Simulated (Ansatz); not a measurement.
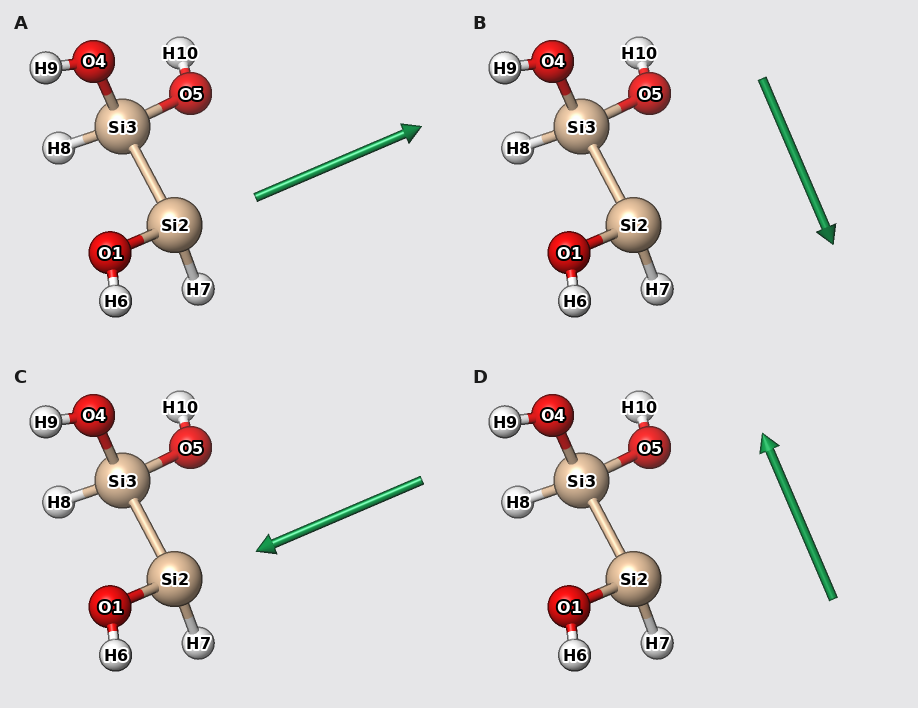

The same molecule four times, each with an arrow. State: neutral, doublet. The geometry was computed by an optimisation with PBE0-D4/def2-TZVP. No frequency run is at hand to confirm it as a minimum. Level of theory: UKS PBE-D4/def2-TZVPP (Ansatz 0.2.0).

### Which arrow points along the dipole moment, from the negative to the positive end?

C. The dipole moment is 1.53 D; it points from the side of O5, H10 to the side of H6, H8 (the outermost atoms at the two ends).
